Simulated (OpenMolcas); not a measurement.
**Run report: SiH$_{3}$Br, excited-state calculation (part 1 of 3)**

System: SiH$_{3}$Br.
Method: CASPT2/ANO-S-VDZP (OpenMolcas 26.06).

The geometry comes from this level: GFN2-xTB.

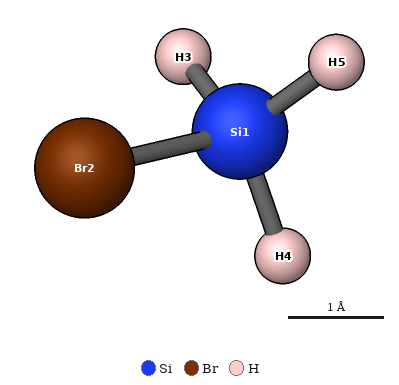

The structure (ball-and-stick view, seen at a tilt; atoms are numbered from 1 in the order of the input). Bond lengths as drawn: Br–Si 2.21 Å and H–Si 1.45 Å.

The input:
```
* BrH3Si CASPT2
&GATEWAY
Coord
5
bohr
Si    -0.35209377     0.13447291    -0.10578687
Br     3.41284538    -1.30005598     1.00331229
H     -1.95099105    -0.21726181     2.10099751
H     -1.12882790    -1.39652650    -2.24987013
H      0.01906734     2.77939029    -0.74865280
Basis
ANO-S-VDZP
Group
NoSym
RICD
&SEWARD
&RASSCF
FileOrb
$CurrDir/step2.RasOrb
Spin
1
Nactel
10 0 0
Inactive
21
Ras2
9
CIRoot
3 3 1
OrbListing
Nothing
&CASPT2
Multistate
all
Imaginary
0.2
&RASSI
NrOfJobIphs
1 all
IphNames
JOBMIX
EJob
```

Run as:
```bash
export MOLCAS_MEM=1860
pymolcas step3.input > step3.log
```

Output:
```
--- Start Module: gateway ---

                                              &GATEWAY

                       available to each process: 1.9 GB of memory, 1 thread

++    Symmetry information:
      ---------------------

                    Character Table for C1

                             E
                    a        1  x, y, xy, Rz, z, xz, Ry, yz, Rx, I
--

++    Basis set information:
      ----------------------

      Basis set label: SI.ANO-S...4S3P1D.

      Electronic valence basis set:
      ------------------
      Associated Effective Charge  14.000000 au
      Associated Actual Charge     14.000000 au
      Nuclear Model: Point charge

      Shell  nPrim  nBasis  Cartesian Spherical Contaminant
         s      13       4        X
         p      10       3        X
         d       4       1                 X

      Basis set label: BR.ANO-S...5S4P2D.

      Electronic valence basis set:
      ------------------
      Associated Effective Charge  35.000000 au
      Associated Actual Charge     35.000000 au
      Nuclear Model: Point charge

      Shell  nPrim  nBasis  Cartesian Spherical Contaminant
         s      17       5        X
         p      15       4        X
         d       9       2                 X

      Basis set label: H.ANO-S...2S1P.

      Electronic valence basis set:
      ------------------
      Associated Effective Charge   1.000000 au
      Associated Actual Charge      1.000000 au
      Nuclear Model: Point charge

      Shell  nPrim  nBasis  Cartesian Spherical Contaminant
         s       7       2        X
         p       3       1        X
--

++    Molecular structure info:
      -------------------------

                    ************************************************
                    **** Cartesian Coordinates / bohr, angstrom ****
                    ************************************************

     Center  Label                x              y              z                     x              y              z
        1      SI1             -0.352094       0.134473      -0.105787             -0.186320       0.071160      -0.055980
        2      BR2              3.412845      -1.300056       1.003312              1.806000      -0.687960       0.530930
        3      H3              -1.950991      -0.217262       2.100998             -1.032420      -0.114970       1.111800
        4      H4              -1.128828      -1.396527      -2.249870             -0.597350      -0.739010      -1.190580
        5      H5               0.019067       2.779390      -0.748653              0.010090       1.470790      -0.396170

                    ***************************************
                    *    InterNuclear Distances / bohr    *
                    ***************************************

               1 SI1           2 BR2           3 H3            4 H4            5 H5
    1 SI1      0.000000
    2 BR2      4.178844        0.000000
    3 H3       2.747742        5.581048        0.000000
    4 H4       2.746701        5.587423        4.582212        0.000000
    5 H5       2.747112        5.588291        4.580563        4.583623        0.000000

                    *******************************************
                    *    InterNuclear Distances / angstrom    *
                    *******************************************

               1 SI1           2 BR2           3 H3            4 H4            5 H5
    1 SI1      0.000000
    2 BR2      2.211349        0.000000
    3 H3       1.454043        2.953363        0.000000
    4 H4       1.453492        2.956737        2.424802        0.000000
    5 H5       1.453709        2.957196        2.423930        2.425549        0.000000

                    **************************************
                    *    Valence Bond Angles / degree    *
                    **************************************
                          Atom centers                 Phi
                      3 H3       1 SI1      4 H4       113.02
                      3 H3       1 SI1      5 H5       112.94
                      4 H4       1 SI1      5 H5       113.09
--

            Nuclear Potential Energy            151.99877672 au

--- Stop Module: gateway /rc=_RC_ALL_IS_WELL_ ---
--- Module gateway spent 1 second ---

--- Start Module: seward ---

                                              &SEWARD

                       available to each process: 1.9 GB of memory, 1 thread

               SEWARD will generate:
                  Multipole Moment integrals up to order  2
                  Kinetic Energy integrals
                  Nuclear Attraction integrals (point charge)
                  One-Electron Hamiltonian integrals
                  Velocity integrals
                  Orbital angular momentum around (  2.3326  -0.8885   0.6852 )
                  Velocity quadrupole around (  2.3326  -0.8885   0.6852 )
                  RI decomposed two-electron repulsion integrals stored Cholesky style
                   - acCD auxiliary basis
                   - CD Threshold:   1.00E-04

                   Integrals are discarded if absolute value <: 1.00E-14
                   Integral cutoff threshold is set to       <: 1.00E-16

            Nuclear Potential Energy            151.99877672 au

      Basis set specifications :
      Symmetry species         a
      Basis functions           60

--- Stop Module: seward /rc=_RC_ALL_IS_WELL_ ---
--- Module seward spent 1 second ---

--- Start Module: rasscf ---

                                              &RASSCF

                       available to each process: 1.9 GB of memory, 1 thread

      Header of the ONEINT file:
      --------------------------

      OrdInt status: non-squared

      Cartesian coordinates in angstrom:
      -----------------------------------------------------
      No.  Label        X            Y            Z
      -----------------------------------------------------
       1   SI1       -0.18632000   0.07116000  -0.05598000
       2   BR2        1.80600000  -0.68796000   0.53093000
       3   H3        -1.03242000  -0.11497000   1.11180000
       4   H4        -0.59735000  -0.73901000  -1.19058000
       5   H5         0.01009000   1.47079000  -0.39617000
      -----------------------------------------------------
      Nuclear repulsion energy =  151.99877672

++    Wave function specifications:
      -----------------------------

      Number of closed shell electrons          42
      Number of electrons in active shells      10
      Max number of holes in RAS1 space          0
      Max nr of electrons in RAS3 space          0
      Number of inactive orbitals               21
      Number of active orbitals                  9
      Number of secondary orbitals              30
      Spin quantum number                      0.0
      State symmetry                             1
--

++    Orbital specifications:
      -----------------------

      Symmetry species                           1
                                                 a
      Frozen orbitals                            0
      Inactive orbitals                         21
      Active orbitals                            9
      RAS1 orbitals                              0
      RAS2 orbitals                              9
      RAS3 orbitals                              0
      Secondary orbitals                        30
      Deleted orbitals                           0
      Number of basis functions                 60
--

++    CI expansion specifications:
      ----------------------------

      Number of CSFs                          5292
      Number of spin combinations             8001
      Number of determinants                 15876
      Number of root(s) required                 3
      Root chosen for geometry opt.              3
      CI roots used                              1     2     3
      weights                                0.333 0.333 0.333
      highest root included in the CI            3
      max. size of the explicit Hamiltonian    200
--

++    Optimization specifications:
      ----------------------------

      RASSCF algorithm: LK RI/DF
      Maximum number of macro iterations       200
      Maximum number of SX iterations          100
      Threshold for RASSCF energy            1.000E-08
      Threshold for max MO rotation          1.000E-01
      Threshold for max BLB element          1.000E-04
      Level shift parameter                  5.000E-01
      Make Quasi-Newton update
--

      The MO-coefficients are taken from the file:
      step2.RasOrb
      Title: RASSCF average (pseudo-natural) orbitals

      Total molecular charge    0.00

      ************************************************************************************************************************
      *                                            Wave function control section                                             *
      ************************************************************************************************************************

                                         RASSCF iterations: Energy and convergence statistics
                                         ----------------------------------------------------

          iter iter root      energy       change     param      element    value   shift minimum  type update hh:mm:ss
 Nr of preliminary CI iterations:   4
      Total energies have been shifted. Add                -2000.00 au
        1   1    5    0  -863.03113416    0.00E+00   2.05E-04   20  48 1  1.22E-04*  0.21   0.00    SX    NO    0:00:00
        2   1    4    0  -863.03113431   -1.45E-07* -9.36E-05   17  47 1  3.25E-05   0.21   0.00    SX    NO    0:00:00
        3   1    4    0  -863.03113432   -1.40E-08* -6.47E-05   27  33 1  1.54E-05   0.21   0.00    SX    NO    0:00:00
        4   6    5    0  -863.03113711   -2.79E-06*  1.76E-04   24  34 1  1.02E-04*  0.21   0.00    SX    NO    0:00:00
        5   1    5    0  -863.03113720   -8.40E-08*  7.63E-05   20  48 1 -8.07E-05   0.21   1.16    QN   YES    0:00:00
        6   4    4    0  -863.03113723   -2.73E-08* -5.03E-05   17  47 1 -1.59E-05   0.21   1.01    QN   YES    0:00:00
        7   1    4    0  -863.03113723   -3.87E-09  -5.38E-05   21  34 1 -1.01E-05   0.21   1.58    QN   YES    0:00:00
      Convergence after  7 iterations
        8   3    4    0  -863.03113723   -2.24E-09  -5.38E-05   21  48 1  5.15E-06   0.21   1.58    QN   YES    0:00:00

      ************************************************************************************************************************
                                                      Wave function printout:
                       occupation of active orbitals, and spin coupling of open shells (u,d: Spin up or down)
      ************************************************************************************************************************

      Note: transformation to natural orbitals
      has been made, which may change the order of the CSFs.

      printout of CI-coefficients larger than  0.05 for root  1
      energy=   -2863.198515
      conf/sym  111111111     Coeff  Weight
             1  222220000   0.98334 0.96696
            56  22u22d000  -0.05686 0.00323

      printout of CI-coefficients larger than  0.05 for root  2
      energy=   -2862.947494
      conf/sym  111111111     Coeff  Weight
             2  2222ud000  -0.96858 0.93814
            16  222u2d000   0.15003 0.02251

      printout of CI-coefficients larger than  0.05 for root  3
      energy=   -2862.947403
      conf/sym  111111111     Coeff  Weight
             2  2222ud000  -0.15003 0.02251
            16  222u2d000  -0.96858 0.93815

      Natural orbitals and occupation numbers for root  1
      sym 1:   1.978526   1.978516   1.986037   1.999549   1.999549   0.002166   0.024519   0.015586   0.015550

      Natural orbitals and occupation numbers for root  2
      sym 1:   1.974788   1.999580   1.982897   1.975973   1.003356   0.999255   0.027850   0.018887   0.017415

      Natural orbitals and occupation numbers for root  3
      sym 1:   1.999584   1.975024   1.982991   1.002701   1.975647   0.999895   0.027861   0.017394   0.018903

      ************************************************************************************************************************
      *                                                    Final results                                                     *
      ************************************************************************************************************************

++    Final optimization conditions:
      ------------------------------

      Average CI energy                           -2863.03113723
      RASSCF energy for state  3                  -2862.94740270
      Super-CI energy                                -0.00000000
      RASSCF energy change                            0.00000000
      Max change in MO coefficients               9.929E-05
      Max non-diagonal density matrix element    -5.378E-05
      Maximum BLB matrix element                  5.147E-06
      (orbital pair  21,  48 in symmetry   1)
      Norm of electronic gradient            9.312E-02
--

      Final state energy(ies):
      ------------------------

::    RASSCF root number  1 Total energy:  -2863.19851523
::    RASSCF root number  2 Total energy:  -2862.94749376
::    RASSCF root number  3 Total energy:  -2862.94740270
      Von Neumann Entropy (Root   1) =  0.23908

      Mulliken population analysis for root number:  1
      -----------------------------------------------

++    Molecular charges:
      ------------------

      Mulliken charges per centre
      ---------------------------

                SI1     BR2     H3      H4      H5
      Total   13.5884 35.3798  1.0107  1.0104  1.0106

      N-E      0.4116 -0.3798 -0.0107 -0.0104 -0.0106

      Total electronic charge=   52.000000

      Total            charge=   -0.000000
--

      Expectation values of various properties for root number:  1
      -----------------------------------------------------------

++    Molecular properties:
      ---------------------

      Charge (e):
                      =   -0.0000
      Dipole Moment (debye):
      Origin of the operator (angstrom)=    1.2344   -0.4702    0.3626
                   X= -3.0654E+00               Y=  1.1695E+00               Z= -9.1016E-01           Total=  3.4048E+00
      Quadrupole Moment (debye*angstrom):
      Origin of the operator (angstrom)=    1.2344   -0.4702    0.3626
                  XX= -2.9619E+01              XY= -1.5432E+00              XZ=  1.2032E+00              YY= -3.3075E+01
                  YZ= -4.5803E-01              ZZ= -3.3307E+01
      In traceless form (debye*angstrom)
                  XX=  3.5714E+00              XY= -2.3148E+00              XZ=  1.8048E+00              YY= -1.6118E+00
                  YZ= -6.8704E-01              ZZ= -1.9596E+00
--

      LoProp population analysis for root number:  1
      -----------------------------------------------

++    LoProp analysis:
      ----------------

++    Static properties:
      ------------------

      LoProp Charges per center

                   SI1      BR2      H3       H4       H5
      Nuclear     14.0000  35.0000   1.0000   1.0000   1.0000
      Electronic -13.2576 -35.3855  -1.1191  -1.1189  -1.1189

      Total        0.7424  -0.3855  -0.1191  -0.1189  -0.1189
--

      Natural Bond Order analysis for root number:  1
```
